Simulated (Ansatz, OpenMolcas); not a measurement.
**C2H3BFN: a line through the functionals**

C2H3BFN: 8 atoms, total charge 0, spin state singlet. SMILES: `FB1C=NC1`. Geometry: relaxed at PBE0-D4/def2-TZVP.

The HOMO–LUMO gap y, in eV, basis def2-SVP; a is the functional's share of exact exchange. Programs: Ansatz 0.2.0, OpenMolcas 26.06.

```
functional     program     a  y (eV)
       PBE      Ansatz     0    3.23
      TPSS  OpenMolcas     0    3.48
     B3LYP      Ansatz   0.2    5.34
      PBE0      Ansatz  0.25       ?
   r2SCAN0      Ansatz  0.25    6.13
     BHLYP      Ansatz   0.5    8.46
```

Task: Fit y = c + s·a to the known rows and predict PBE0.

Result: 
1. Means of the 5 rows: a = 0.1900, y = 5.328.
2. Σ(Δa)² = 0.172, Σ(Δa·Δy) = 1.7689, so the slope is 1.7689/0.172 = 10.284.
3. Intercept: 5.328 − (10.284) × 0.1900 = 3.374. The largest residual of the fit is 0.18.
4. PBE0: 3.374 + (10.284) × 0.25 = 5.95 eV.

The run gave 5.82 eV, so the prediction is off by +0.13 eV, within the largest residual. Exact exchange lowers occupied levels and raises empty ones. The rows mix families of semi-local functionals, which the line can't see.

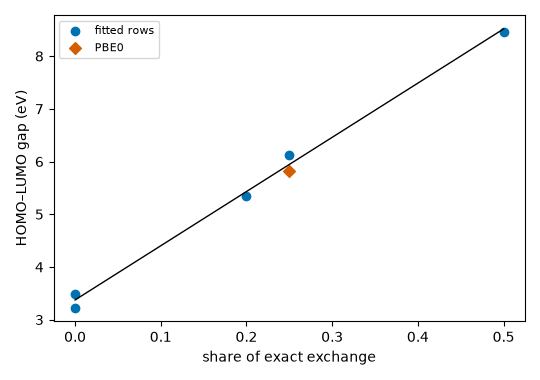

The fitted line, with the withheld row.
